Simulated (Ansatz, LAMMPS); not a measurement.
## Structural relaxation of glassy 68SiO2-14MgO-11ZnO-7BaO (mol %) (75 atoms)

Wanted: the relaxed structure of glassy 68SiO2-14MgO-11ZnO-7BaO (mol %) (75 atoms) and its electronic structure.

Program: Ansatz 0.2.0. Level of theory: Kohn-Sham DFT, PBE, PAW (set soft_2), plane waves. Results are calculated unless marked as measured.

## (1) The structure

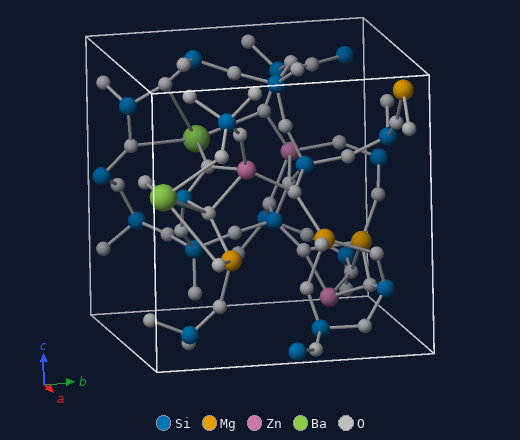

The cell as given, slightly off an axis (silicon blue, magnesium orange, zinc pink, barium green, oxygen light grey). Some periodic images of atoms are drawn too.

The cell holds 75 atoms: 19 Si, 4 Mg, 3 Zn, 2 Ba and 47 O. Its edges and angles: a = 10.485 Å, b = 10.485 Å, c = 10.485 Å, α = 90.0°, β = 90.0°, γ = 90.0°. 75 atoms (19 Si, 4 Mg, 3 Zn, 2 Ba, 47 O) placed at random at 2.67 g/cm³, melted at 4000 K for 10 ps at fixed volume with the Morse and Coulomb pair potential with partial charges (Pedone, Malavasi, Menziani, Cormack and Segre, J. Phys. Chem. B 110, 11780 (2006)). Quenched from 4000 K to 300 K at 25 K/ps and fixed volume, held 5 ps, then minimised at fixed cell.

Before any run, some limits are plain. The quench rate of 25 K/ps far exceeds what a furnace or splat quench reaches, so expect more defects and frozen-in strain than in a real sample. The starting topology of bonds comes from the classical model. The Brillouin zone is sampled at Γ only, in a cell whose shortest periodic width is 10 Å. No spin–orbit coupling is included, so levels derived from the heavy atoms are approximate.

## (2) The classical run that made the cell

A classical potential makes the cell, at a small fraction of what the same run would cost in DFT.

This step: classical MD, Morse and Coulomb pair potential with partial charges (Pedone, Malavasi, Menziani, Cormack and Segre, J. Phys. Chem. B 110, 11780 (2006)) (LAMMPS 22 Jul 2025 - Update 4).

Contents of in.lmp:

```
# melt-quench of Si19Mg4Zn3Ba2O47
units metal
atom_style charge
boundary p p p
region box block 0 10.4854 0 10.4854 0 10.4854
create_box 5 box
mass 1 28.0850   # Si
mass 2 24.3050   # Mg
mass 3 65.3800   # Zn
mass 4 137.3270   # Ba
mass 5 15.9990   # O
create_atoms 1 random 19 432044 NULL overlap 1.5 maxtry 2000
create_atoms 2 random 4 432051 NULL overlap 1.5 maxtry 2000
create_atoms 3 random 3 432058 NULL overlap 1.5 maxtry 2000
create_atoms 4 random 2 432065 NULL overlap 1.5 maxtry 2000
create_atoms 5 random 47 432072 NULL overlap 1.5 maxtry 2000
pair_style hybrid/overlay pedone 5.5 coul/long 8.0
pair_coeff * * coul/long
pair_coeff 1 5 pedone 0.340554 2.006700 2.100000 1   # Si-O
pair_coeff 2 5 pedone 0.038908 2.281000 2.586153 5   # Mg-O
pair_coeff 3 5 pedone 0.001221 3.150679 2.851850 1   # Zn-O
pair_coeff 4 5 pedone 0.065011 1.547596 3.393410 5   # Ba-O
pair_coeff 5 5 pedone 0.042395 1.379316 3.618701 22   # O-O
set type 1 charge 2.4
set type 2 charge 1.2
set type 3 charge 1.2
set type 4 charge 1.2
set type 5 charge -1.2
kspace_style pppm 1.0e-4
neigh_modify delay 0 every 1 check yes
thermo_style custom step time temp pe press density
thermo_modify norm yes
timestep 0.002
thermo 100
# [... 18 lines left out ...]
thermo 1250
fix md all nvt temp 300 300 0.2
run 2500 post no
unfix md
thermo 100
min_style cg
minimize 0 1e-3 2000 20000
write_dump all custom glass.dump id type xs ys zs modify sort id
```

Run with:

```console
> lmp -in in.lmp -log none -nocite
```

Numbers of over 12 decimals in the logs are rounded to 6 here.

Output:

```text
LAMMPS (22 Jul 2025 - Update 4)
Created orthogonal box = (0 0 0) to (10.4854 10.4854 10.4854)
Created 19 atoms
Created 4 atoms
Created 3 atoms
Created 2 atoms
Created 47 atoms
PPPM initialization ...
  G vector (1/distance) = 0.38596375
  grid = 12 12 12
  estimated relative force accuracy = 4.6753645e-05
   Step          Time           Temp          PotEng         Press         Density
         0   0              0             -1.4487768      539170.61      2.6699668
       100   0.2            0             -15.16847      -16210.556      2.6699668
       106   0.212          0             -15.183352     -15774.848      2.6699668
[... 38 lines left out ...]
     81250   162.5          275.82411     -15.300178     -27188.677      2.6699668
     82500   165            290.3402      -15.301949     -31048.46       2.6699668
Loop time of 0.679961 s on 1 MPI rank(s) for 2500 steps with 75 atoms
   Step          Time           Temp          PotEng         Press         Density
     82500   165            290.3402      -15.301949     -31048.46       2.6699668
     82525   165.05         290.3402      -15.337457     -27441.117      2.6699668
Loop time of 0.0262092 s on 1 MPI rank(s) for 25 steps with 75 atoms
Minimization stats:
  Stopping criterion = linesearch alpha is zero
  Energy initial, next-to-last, final =
      -15.301948527406  -15.3374568690595  -15.3374568690595
  Force two-norm initial, final = 10.137549 0.45852779
  Iterations, force evaluations = 25 81
```

Run time: 25 s. Hardware: 1 thread of Arm Neoverse V2, shared host; peak memory 0.069 GiB.

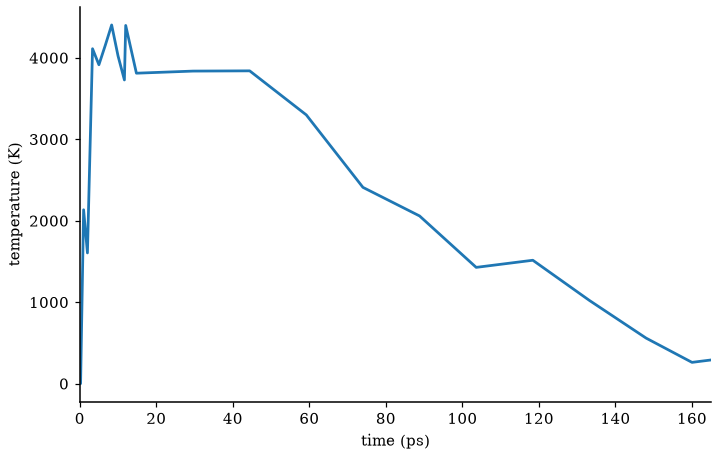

Temperature against time.

## (3) Single point at the start

The forces at the start show how far the geometry lies from a minimum of this functional.

Contents of input.yaml:

```yaml
crystal:
  lattice:
    - [10.4854, 0.0, 0.0]
    - [0.0, 10.4854, 0.0]
    - [0.0, 0.0, 10.4854]
  atoms:
    - { symbol: Si, position: [0.49476, 0.66454, 0.59633] }
    - { symbol: Si, position: [0.52565, 0.21813, 0.51059] }
    - { symbol: Si, position: [0.33695, 0.2968, 0.28502] }
    - { symbol: Si, position: [0.6569, 0.90951, 0.16941] }
    - { symbol: Si, position: [0.20643, 0.99989, 0.54] }
    - { symbol: Si, position: [0.53406, 0.95694, 0.68672] }
    - { symbol: Si, position: [0.06003, 0.918, 0.88349] }
    - { symbol: Si, position: [0.07418, 0.90719, 0.16695] }
    - { symbol: Si, position: [0.29759, 0.07778, 0.80623] }
    - { symbol: Si, position: [0.4728, 0.57162, 0.88812] }
    - { symbol: Si, position: [0.1925, 0.64556, 0.87322] }
    - { symbol: Si, position: [0.06589, 0.15669, 0.34129] }
    - { symbol: Si, position: [0.86221, 0.30134, 0.84873] }
    - { symbol: Si, position: [0.31014, 0.59343, 0.36355] }
    - { symbol: Si, position: [0.97518, 0.5139, 0.03428] }
    - { symbol: Si, position: [0.42154, 0.28634, 0.98561] }
    - { symbol: Si, position: [0.01451, 0.63524, 0.3051] }
    - { symbol: Si, position: [0.69749, 0.1921, 0.05846] }
    - { symbol: Si, position: [0.71563, 0.6592, 0.05491] }
    - { symbol: Mg, position: [0.78252, 0.32612, 0.33412] }
    - { symbol: Mg, position: [0.36687, 0.89414, 0.27961] }
    - { symbol: Mg, position: [0.78422, 0.95627, 0.90495] }
    - { symbol: Mg, position: [0.71854, 0.67896, 0.37488] }
    - { symbol: Zn, position: [0.6454, 0.41933, 0.62538] }
    - { symbol: Zn, position: [0.36743, 0.77423, 0.08807] }
    - { symbol: Zn, position: [0.17271, 0.68807, 0.57655] }
    - { symbol: Ba, position: [0.84669, 0.07072, 0.59031] }
    - { symbol: Ba, position: [0.19156, 0.34655, 0.64879] }
    - { symbol: O, position: [0.41716, 0.98379, 0.78713] }
    - { symbol: O, position: [0.74895, 0.37451, 0.77583] }
    - { symbol: O, position: [0.19566, 0.59109, 0.73287] }
    - { symbol: O, position: [0.15282, 0.61496, 0.38859] }
    - { symbol: O, position: [0.36634, 0.29094, 0.1332] }
    - { symbol: O, position: [0.94146, 0.93829, 0.7993] }
    - { symbol: O, position: [0.02929, 0.77741, 0.24096] }
    - { symbol: O, position: [0.13061, 0.78184, 0.8736] }
    - { symbol: O, position: [0.7002, 0.8696, 0.30629] }
    - { symbol: O, position: [0.55781, 0.21995, 0.99867] }
    - { symbol: O, position: [0.66839, 0.2746, 0.48422] }
    - { symbol: O, position: [0.69688, 0.05003, 0.12067] }
    - { symbol: O, position: [0.50873, 0.81737, 0.61956] }
    - { symbol: O, position: [0.22458, 0.88805, 0.14179] }
    - { symbol: O, position: [0.72894, 0.29445, 0.15997] }
    - { symbol: O, position: [0.68687, 0.61912, 0.19542] }
    - { symbol: O, position: [0.17388, 0.01952, 0.86833] }
    - { symbol: O, position: [0.48484, 0.59938, 0.73797] }
    - { symbol: O, position: [0.59551, 0.62102, 0.96285] }
    - { symbol: O, position: [0.47049, 0.32115, 0.60784] }
    - { symbol: O, position: [0.79524, 0.18407, 0.93498] }
    - { symbol: O, position: [0.53872, 0.07776, 0.58162] }
    - { symbol: O, position: [0.05233, 0.03682, 0.24576] }
    - { symbol: O, position: [0.93291, 0.38698, 0.96122] }
    - { symbol: O, position: [0.66129, 0.95804, 0.76273] }
    - { symbol: O, position: [0.72142, 0.81784, 0.05446] }
    - { symbol: O, position: [0.33138, 0.44642, 0.33293] }
    - { symbol: O, position: [0.34191, 0.6575, 0.93318] }
    - { symbol: O, position: [0.25958, 0.09493, 0.6541] }
    - { symbol: O, position: [0.90033, 0.62508, 0.39596] }
    - { symbol: O, position: [0.94725, 0.24266, 0.3577] }
    - { symbol: O, position: [0.10666, 0.55995, 0.96507] }
    - { symbol: O, position: [0.36679, 0.63696, 0.50526] }
    - { symbol: O, position: [0.85365, 0.60873, 0.01154] }
    - { symbol: O, position: [0.30344, 0.972, 0.42975] }
    - { symbol: O, position: [0.16305, 0.86797, 0.59493] }
    - { symbol: O, position: [0.00566, 0.92088, 0.03122] }
    - { symbol: O, position: [0.5061, 0.88952, 0.15212] }
    - { symbol: O, position: [0.00765, 0.533, 0.1865] }
    - { symbol: O, position: [0.19757, 0.2358, 0.31407] }
    - { symbol: O, position: [0.0911, 0.08416, 0.4794] }
    - { symbol: O, position: [0.4416, 0.22772, 0.37845] }
    - { symbol: O, position: [0.61134, 0.59846, 0.5269] }
    - { symbol: O, position: [0.4356, 0.42983, 0.9292] }
    - { symbol: O, position: [0.355, 0.68798, 0.25928] }
    - { symbol: O, position: [0.33688, 0.20401, 0.88427] }
    - { symbol: O, position: [0.96292, 0.25589, 0.74866] }
kpoints:
  mp_grid: { grid: [1, 1, 1] }
hamiltonian:
  xc: pbe
scf:
  occupations: { method: fixed }
output:
  forces: true
  stress: true
  populations: intrinsic
  dos:
    method: { smearing: { sigma: 0.15 } }
    de: 0.1
    projected: { site_lists: { Ba: [Ba], Mg: [Mg], O: [O], Si: [Si], Zn: [Zn] } }
  eigenvalues: true
```

Run with:

```console
> ansatz run input.yaml --threads 4 --pin off --max-ram 8192MiB --backend cpu --events-out ev --progress --plain --runs-dir out
```

Output:

```text
Engine: ansatz 0.2.0, aarch64-unknown-linux-gnu
Pseudopotentials: kind: paw
Pseudopotential: Si, paw, valence charge 4, recommended cutoff 420 eV (normal), Si.paw.azcp
Pseudopotential: Mg, paw, valence charge 10, recommended cutoff 420 eV (normal), Mg.paw.azcp
Pseudopotential: Zn, paw, valence charge 12, recommended cutoff 420 eV (normal), Zn.paw.azcp
Pseudopotential: Ba, paw, valence charge 10, recommended cutoff 420 eV (normal), Ba.paw.azcp
Pseudopotential: O, paw, valence charge 6, recommended cutoff 420 eV (normal), O.paw.azcp
[... 5 lines on functional and potentials left out ...]
Crystal: 75 atoms, lattice volume = 1152.803 Å³
Basis set: ecut = 420 eV, 22575 PW (Γ), exchange–correlation on 144×144×144 points (8 copies of the dense FFT grid, shifted against one another)
Bands: 302, of which v1, the nominal top of the filled ones, is band 227 counted from 1 (226 counted from 0)
Symmetry: 1 space group operations
Space group: P1 (ITA 1), of the structure as read, at distance tolerance 1.0e-4 Å
k-points: 1
[... 11 lines on functional and potentials left out ...]
Initial density: superposition of atomic densities (neutral atoms: chi_scale 0, normalization atom), corrected by the library's trained network
Initial wavefunctions: pseudopotential atomic-orbital guess
Functional: x = pbe(κ = 0.804, μ = 0.219515), c = pbe(β = 0.066725)
SCF iter   1: F=—  HF=-68376.115408 eV  |F-HF|=—  |Δ(HF+E_count)|=         —  Δρ=2.26e-3  dr2=1.14e-1  ethr=1.77e-3  ⟨swp⟩=4.0  Hψ=1151  notcnv=0  defer=72
preconditioner: auto → Resta (q_TF=auto, 2.336 Å⁻¹)  ε∞=3.2  [insulator: Δε(μ)=2.876 eV  Ē_g=14.979 eV  n_scr=250 (ndim 8)  ℏωp=22.4 eV  f_vac=0.203  ε∞_Penn≈3.2]
SCF iter   2: F=—  HF=-68376.101137 eV  |F-HF|=—  |Δ(HF+E_count)|=   1.43e-2  Δρ=1.18e-3  dr2=2.96e-2  ethr=2.52e-5  ⟨swp⟩=2.0  Hψ=573  notcnv=0  defer=73
SCF iter   3: F=—  HF=-68376.098691 eV  |F-HF|=—  |Δ(HF+E_count)|=   2.45e-3  Δρ=6.24e-4  dr2=8.25e-3  ethr=6.52e-6  ⟨swp⟩=3.0  Hψ=403  notcnv=0  defer=73
SCF iter   4: F=—  HF=-68376.097435 eV  |F-HF|=—  |Δ(HF+E_count)|=   1.26e-3  Δρ=2.19e-4  dr2=7.41e-4  ethr=1.82e-6  ⟨swp⟩=2.0  Hψ=409  notcnv=0  defer=73
SCF iter   5: F=—  HF=-68376.097497 eV  |F-HF|=—  |Δ(HF+E_count)|=   6.23e-5  Δρ=1.37e-4  dr2=1.97e-4  ethr=1.63e-7  ⟨swp⟩=2.0  Hψ=453  notcnv=0  defer=73
SCF iter   6: F=—  HF=-68376.097463 eV  |F-HF|=—  |Δ(HF+E_count)|=   3.45e-5  Δρ=4.28e-5  dr2=1.99e-5  ethr=4.35e-8  ⟨swp⟩=2.0  Hψ=400  notcnv=0  defer=71
SCF iter   7: F=—  HF=-68376.098637 eV  |F-HF|=—  |Δ(HF+E_count)|=   1.17e-3  Δρ=1.94e-5  dr2=4.45e-6  ethr=4.39e-9  ⟨swp⟩=2.0  Hψ=529  notcnv=0  defer=71
SCF iter   8: F=—  HF=-68376.098639 eV  |F-HF|=—  |Δ(HF+E_count)|=   2.02e-6  Δρ=9.69e-6  dr2=1.03e-6  ethr=9.79e-10  ⟨swp⟩=2.0  Hψ=439  notcnv=0  defer=71
SCF iter   9: F=—  HF=-68376.098639 eV  |F-HF|=—  |Δ(HF+E_count)|=   1.81e-7  Δρ=3.11e-6  dr2=1.23e-7  ethr=2.28e-10  ⟨swp⟩=2.0  Hψ=451  notcnv=0  defer=71
SCF iter  10: F=-68376.098639 eV  HF=-68376.098639 eV  |F-HF|=1.09e-8  |Δ(HF+E_count)|=   6.37e-8  Δρ=1.90e-6  dr2=3.94e-8  ethr=2.20e-11  ⟨swp⟩=20.0  Hψ=2247  notcnv=0
SCF 1 converged in 10 iterations: F = -68376.098639 eV  dr2 = 3.94e-8
  greatest PAW one-centre occupation: 1.000 electrons in one spin orbital (limit 2), on the Mg atom at site 20 (counted from 0), in its partial waves of l = 0
SCF converged after 10 iterations
Free energy (F): -68376.098639 eV
Harris-Foulkes:  -68376.098639 eV  (|F-HF|=1.09e-8)
Internal energy: -68376.098639 eV  (E = F + TS)
E sigma→0 (E₀):  -68376.098639 eV
Fermi energy:    3.276743 eV
--- Per-component energies (eV) ---
  E_band       = -3361.544200
  E_kinetic    = 10254.184499
  E_local      = -42486.903752  (includes V_loc(G=0)·N_el)
  E_nonlocal   = 5073.176254
  E_hartree    = 16452.181341
  E_xc         = -5407.230503
  E_vxc        = -5926.077069  (∫ρ·V_xc dr)
  E_paw        = -34338.605374  (= ΣΔE_a)
  E_vpaw       = -3180.409845  (= ΣTr[D̂ρ^β])
  E_aug_tail   = 0.119216  (compensation charges beyond the density's cutoff)
  E_ewald      = -17923.020319
  E_smearing   = -0.000000  (= −TS)
  E_closure    = 0.000000  (closes the sum)
  Σ components = -68376.098639   (vs F -68376.098639, Δ=0.00e0)
--- Forces (eV/Å), atoms counted from 1 ---
  atom   1  Si    -0.13786941     0.86266238     0.49973104
  atom   2  Si    -0.52824023     0.15947412     0.40163266
  atom   3  Si     0.09571605    -0.12107843     0.56814822
  atom   4  Si    -0.00952425    -1.19573709     0.05674824
  atom   5  Si     1.12882580    -0.89632871    -1.08111310
  atom   6  Si    -1.18285073     0.82661220    -0.51996455
  atom   7  Si     1.32828430    -0.66272294     1.42813648
  atom   8  Si     1.18982003    -1.05374886     0.70048212
  atom   9  Si     0.57391162    -1.45019583    -1.32227143
  atom  10  Si     0.02022818     0.60189993     0.40186769
  atom  11  Si    -0.56190612     0.38018400     0.53924101
  atom  12  Si     1.53732834    -1.18749908    -0.15083748
  atom  13  Si    -0.97305153     1.28216045     0.36213000
  atom  14  Si    -0.41351033    -0.00887050    -0.18792986
[...]
atom  74  O     -0.61306131     1.01639737    -0.06290822
  atom  75  O      1.90027401    -1.18883424    -1.72849863
  max |Σ_I F_I| component: 9.87e-5 eV/Å
--- Stress (GPa, compression-positive) ---
        2.050296      -0.906077      -1.414961
       -0.906079       1.025824       0.421959
       -1.414963       0.421956       0.293897
  P = ⅓ Tr σ = 1.1233 GPa (11.233 kbar)
--- Band table (eV) ---
  k-point 0: bands = ["-71.1426", "-70.9768", "-70.3176", "-70.2013", [... 286 levels ...], "12.1091", "12.1440", "12.1787", "12.2064", "12.2153", "12.2967", "12.3513", "12.3730", "12.3883", "12.4292", "12.4752", "12.4863"]
--- intrinsic populations: 75 sites ---
  site symbol       q [e]
     0     Si      2.2936
     1     Si      2.3510
     2     Si      2.2380
[...]
74      O      7.1918
  spilling = -0.000000 (of n_electrons = 454.000000)
```

Elapsed: 14 s, on 4 threads of Arm Neoverse V2, shared host; peak memory 1.4 GiB; 51 s of CPU time.

The run gave:

```
free energy                                      : -68376.0986 eV
free energy per atom                             : -911.6813 eV/atom
SCF cycles                                       : 10
pressure                                         : 1.123 GPa
r.m.s. force component                           : 0.9169 eV/Å
longest force                                    : 2.98 eV/Å
Fermi energy                                     : 3.277 eV
gap (highest filled to lowest empty level) : 2.723 eV
```

The r.m.s. force component of 0.92 eV/Å and the pressure of 1.1 GPa set the starting point.

Length of the force by element:

```csv
element,coordination,atoms,mean length of the force (eV/Å),spread,least,most
Ba,all,2,0.475,0.0751,0.400,0.550
Mg,all,4,1.13,0.522,0.260,1.61
O,all,47,1.53,0.730,0.521,2.98
Si,all,19,1.38,0.590,0.454,2.61
Zn,all,3,1.19,0.261,0.988,1.56
```

(Continued in part 2 of 3.)

[Logs are printed without paths, hosts, clocks, repeated set-up lines and the standing remarks that a program may print on its own settings, such as how far it seeks lower states.]

[Hosts, paths, dates, database ids (printed as entryN), source tags and the programs' standing remarks are cut or masked in the printed files.]
